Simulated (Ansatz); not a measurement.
# TlCuAg2O4: relaxing a made-up structure, part 2 of 2

Starting from a made-up structure for TlCuAg2O4, the aim is the relaxed cell, its shortest contacts and, where a second run follows, its electronic structure.

Ansatz 0.2.0; DFT, PBE, plane-wave PAW, files of the set soft_1, scalar-relativistic, ferromagnetic start, cell and ions relaxed at zero pressure; PAW set soft_1 (the session's first sound run).

So far: Starting point; Relaxation of the guess.

## 3. Bands of the relaxed cell

A second self-consistent run takes a narrower smearing and the mesh shown in its input; the bands follow along the standard path of the relaxed lattice.

This step: DFT, PBE, plane-wave PAW, files of the set soft_1, scalar-relativistic, no spin, bands and density of states at the relaxed cell; PAW set soft_1 (Ansatz 0.2.0).

input.yaml reads:

```yaml
crystal:
  lattice:
    - [6.4096914945, 0.0, -0.3048753993]
    - [0.0, 3.2570378078, 0.0]
    - [-2.4877538372, 0.0, 5.2041485569]
  atoms:
    - { symbol: Tl, position: [0.5, 0.5, 0.0] }
    - { symbol: Ag, position: [0.0, 0.5, 0.5] }
    - { symbol: Ag, position: [0.0, 0.0, 0.0] }
    - { symbol: Cu, position: [0.5, 0.0, 0.5] }
    - { symbol: O, position: [0.7416441998, 0.5, 0.8008395962] }
    - { symbol: O, position: [0.6883657868, 0.0, 0.3239566812] }
    - { symbol: O, position: [0.2583558002, 0.5, 0.1991604038] }
    - { symbol: O, position: [0.3116342132, 0.0, 0.6760433188] }
kpoints:
  mp_grid: { grid: [6, 10, 6] }
  band_path:
    path:
      - [[0.0, 0.0, 0.0], [0.5, 0.0, 0.0], [0.30494877, 0.0, 0.37015914], [0.0, 0.0, 0.5], [0.0, 0.5, 0.5], [-0.30494877, 0.5, 0.62984086], [-0.5, 0.5, 0.5], [-0.5, 0.0, 0.5], [-0.30494877, 0.0, 0.62984086]]
      - [[0.30494877, 0.5, 0.37015914], [0.5, 0.5, 0.0], [0.0, 0.5, 0.0]]
      - [[0.5, 0.0, 0.0], [0.5, 0.5, 0.0]]
    npoints: 7
scf:
  occupations: { method: fermi_dirac, width: 0.03 }
  n_extra_bands: 12
hamiltonian:
  xc: pbe
  pseudopotentials: { kind: paw, azcp: { folder: soft_1 } }
output:
  forces: true
  stress: true
  write_bands: true
  dos: { projected: true }
  write_density: true
  write_potential: true
  elf: true
  volumetric_format: npy
```

Run with:

```sh
> ansatz run input.yaml --threads 4 --pin off --max-ram 10240MiB --backend cpu --events-out ev --progress --plain --runs-dir out
```

Numbers of over 12 decimals in the logs are rounded to 6 here.

What it wrote:

```text
[...]
Crystal: 8 atoms, lattice volume = 106.175 Å³
Basis set: ecut = 420 eV, 2081 PW (Γ), exchange–correlation on 90×48×80 points (8 copies of the dense FFT grid, shifted against one another)
Bands: 59, of which v1, the nominal top of the filled ones, is band 47 counted from 1 (46 counted from 0)
Symmetry: 4 space group operations
[...]
k-points: 120 of 360
[...]
SCF iter   1: F=—  HF=-35516.333909 eV  |F-HF|=—  |Δ(HF+E_count)|=         —  Δρ=1.16e-1  dr2=1.28e1  ethr=3.10e-3  ⟨swp⟩=5.3  Hψ=23820  notcnv=0  defer=8
[...]
SCF iter  12: F=-35514.728370 eV  HF=-35514.728370 eV  |F-HF|=3.62e-8  |Δ(HF+E_count)|=   1.60e-9  Δρ=4.78e-6  dr2=4.43e-8  ethr=1.06e-10  ⟨swp⟩=13.3  Hψ=46267  notcnv=0
SCF 1 converged in 12 iterations: F = -35514.728370 eV  dr2 = 4.43e-8
[...]
NSCF: frozen V_eff on 80 k-points
SCF converged after 12 iterations
Free energy (F): -35514.728370 eV
[...]
Internal energy: -35514.720792 eV  (E = F + TS)
E sigma→0 (E₀):  -35514.724581 eV
Entropy (-TS):   -0.007578 eV (-0.947 meV/atom)
Fermi energy:    11.268193 eV
[...]
--- Forces (eV/Å), atoms counted from 1 ---
  atom   1  Tl     0.00000000     0.00000000     0.00000000
  atom   2  Ag     0.00000000     0.00000000     0.00000000
  atom   3  Ag     0.00000000     0.00000000     0.00000000
  atom   4  Cu    -0.00000000     0.00000000    -0.00000000
  atom   5  O     -0.02987190     0.00000000    -0.00334531
  atom   6  O     -0.01621934    -0.00000000     0.01748976
  atom   7  O      0.02987190    -0.00000000     0.00334531
  atom   8  O      0.01621934     0.00000000    -0.01748976
  max |Σ_I F_I| component: 3.47e-18 eV/Å
--- Stress (GPa, compression-positive) ---
       -0.101029       0.000000       0.137525
        0.000000       0.082789       0.000000
        0.137525       0.000000      -0.036594
  P = ⅓ Tr σ = -0.0183 GPa (-0.183 kbar)
--- Band table (eV; the first three rows and the last of 120) ---
  k-point 0: bands = [... 43 lower, 9.6695, 10.4142, 10.5793, 11.2918, 11.3320, 11.9199, 14.6928, 15.3103, ... 8 higher]
  k-point 1: bands = [... 43 lower, 9.6930, 10.3695, 10.9980, 11.2077, 11.2329, 11.8140, 14.5565, 15.1439, ... 8 higher]
  k-point 2: bands = [... 43 lower, 10.1173, 10.1910, 10.9951, 11.0377, 11.5468, 11.9857, 14.0151, 14.9011, ... 8 higher]
  k-point 119: bands = [... 43 lower, 9.8160, 10.5948, 11.1747, 11.5159, 11.7249, 13.2845, 14.7967, 15.4656, ... 8 higher]
```

It took 12 s on 4 threads of Intel Xeon Platinum 8488C (Sapphire Rapids), shared host; peak memory 0.96 GiB; 47 s of CPU time.

Numbers from this step:

- free energy: -35514.7284 eV
- energy at zero smearing: -35514.7246 eV
- smearing term TS: 0.007578 eV
- Fermi energy: 11.27 eV
- pressure: -0.01828 GPa

bands.tsv at the labelled points (eV, zero at the Fermi level; the bands that come nearest the Fermi level along the path):

| point | band 44 | band 45 | band 46 | band 47 | band 48 | band 49 | band 50 | band 51 |
| --- | --- | --- | --- | --- | --- | --- | --- | --- |
| Γ | -1.60 | -0.85 | -0.69 | 0.02 | 0.06 | 0.65 | 3.42 | 4.04 |
| Y | -0.94 | -0.87 | -0.79 | 0.05 | 0.08 | 0.78 | 2.33 | 4.09 |
| H | -1.20 | -1.08 | -0.60 | -0.39 | 0.29 | 1.50 | 2.61 | 3.25 |
| C | -1.30 | -0.81 | -0.42 | -0.24 | 0.08 | 1.44 | 2.15 | 3.55 |
| E | -1.17 | -0.79 | -0.71 | -0.47 | -0.01 | 1.78 | 4.88 | 5.05 |
| M1 | -1.27 | -0.83 | -0.43 | -0.07 | 0.16 | 1.87 | 4.26 | 4.69 |
| A | -1.45 | -0.67 | -0.09 | 0.25 | 0.46 | 2.02 | 3.53 | 4.20 |
| X | -1.29 | -1.24 | -1.04 | -0.33 | 0.61 | 1.35 | 3.27 | 3.85 |
| H1 | -1.20 | -1.08 | -0.60 | -0.39 | 0.29 | 1.50 | 2.61 | 3.25 |
| M | -1.27 | -0.83 | -0.43 | -0.07 | 0.16 | 1.87 | 4.26 | 4.69 |
| D | -1.35 | -0.96 | -0.79 | -0.33 | 0.16 | 2.40 | 4.10 | 5.02 |
| Z | -1.47 | -1.30 | -0.52 | -0.23 | 0.44 | 2.47 | 4.65 | 4.92 |
| Y | -0.94 | -0.87 | -0.79 | 0.05 | 0.08 | 0.78 | 2.33 | 4.09 |
| D | -1.35 | -0.96 | -0.79 | -0.33 | 0.16 | 2.40 | 4.10 | 5.02 |

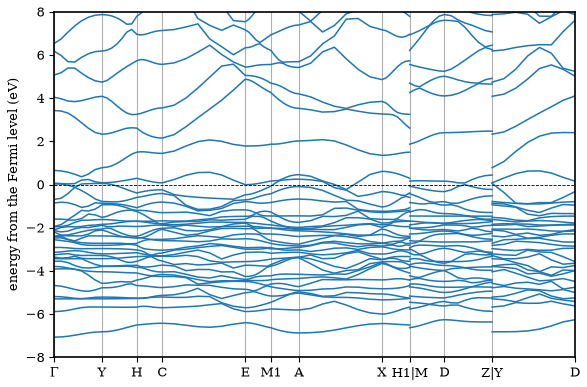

Bands along the path. 21 bands lie wholly below the window drawn.

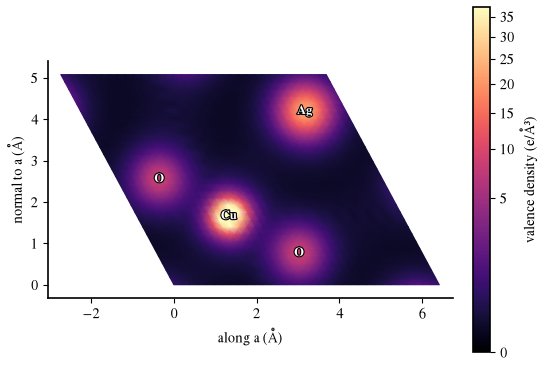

Valence density in the ac plane at fractional y = 0.000, with atoms of Ag and Cu and O within 0.2 Å of it. It is the smooth field of the valence electrons, not physical close to the nuclei. The map starts off the cell's origin, so that atoms lie inside it. The colour scale is stretched toward low values.

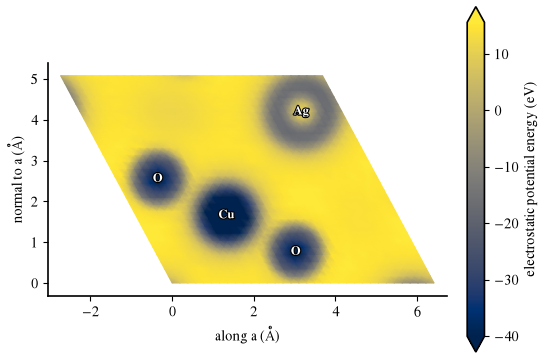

Electrostatic potential energy in the ac plane at fractional y = 0.000, with atoms of Ag and Cu and O within 0.2 Å of it. With pseudopotentials it is smooth inside the atoms' cores, unlike the true potential. The map starts off the cell's origin, so that atoms lie inside it.

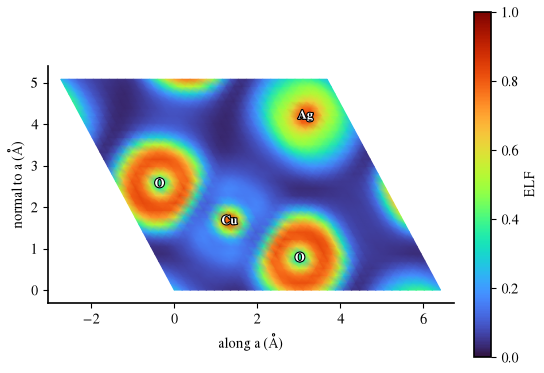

ELF in the ac plane at fractional y = 0.000, with atoms of Ag and Cu and O within 0.2 Å of it. It is the smooth field of the valence electrons, not physical close to the nuclei. The map starts off the cell's origin, so that atoms lie inside it.

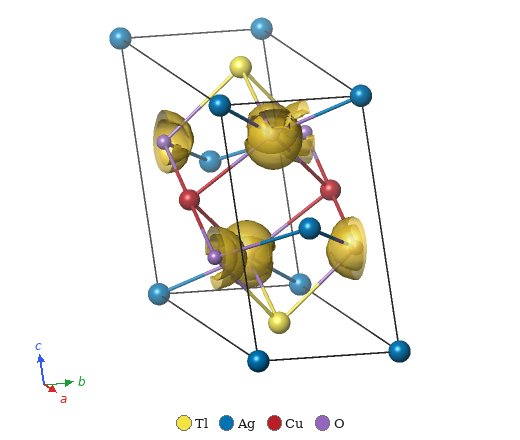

Surface of ELF = 0.8. Bonds to atoms that aren't drawn are left out.

## 4. Results

* space group, relaxed: P2/m
* conventional cell: a = 5.768, b = 3.257, c = 6.276 Å; α = 90.0°, β = 115.8°, γ = 90.0°
* volume per atom: 13.27 Å³ (guess 13.74)
* total moment: 0.00 μB in the cell of 8 atoms

**Reading.** TlCuAg2O4 relaxes to P2/m with a = 5.768, b = 3.257 and c = 6.276 Å. The guessed volume was 4 % too large. The space group P2/m was held in the relaxation, so the end point is a stationary structure within it and may be a saddle against distortions or other arrangements. The moments died out from this one start and weren't seeded again at the relaxed cell. Bands cross the Fermi level, so it is a metal or semimetal at this level. Semilocal functionals can close a small real gap, so this isn't settled for compounds with anions. On the 6×10×6 mesh with the narrower smearing (relaxed on 5×8×5) the largest force component is 0.030 eV/Å and the largest stress component is 0.138 GPa, against the relaxation's thresholds of 0.015 eV/Å and 0.05 GPa. The cutoff wasn't tested. A vector of the cell changed its length by 10 %, more than the volume shows. Spin-orbit coupling is left out, which can matter for elements this heavy. No dispersion term is used, so weakly bound directions may come out too long. Nothing here tests whether the compound is stable against decomposition.

[Logs are printed without paths, hosts, clocks, repeated set-up lines and the standing remarks that a program may print on its own settings, such as how far it seeks lower states.]

[Hosts, paths, dates, database ids (printed as entryN), source tags and the programs' standing remarks are cut or masked in the printed files.]
